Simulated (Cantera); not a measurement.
Charge: 1 mol Cu, 0.21 mol CO₂, 2.8 mol N₂, at 2073 K.

Method: chemical equilibrium by Gibbs-energy minimisation in Cantera with the NASA 1993 tables (ideal gas, pure condensed phases). Candidate condensed phases: C, Cu, CuO, Cu₂O; 27 gas species. The numbers say what is thermodynamically allowed, not how fast it happens.

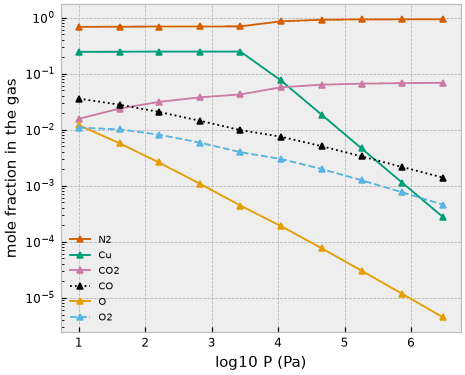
Figure. Equilibrium gas composition (values under 1e-9 drawn at 1e-9)

From 10.0 Pa to 2700 Pa nothing is condensed. From 11000 Pa to 3000000 Pa the condensed part is Cu(l). The main Cu-bearing gas is Cu throughout.
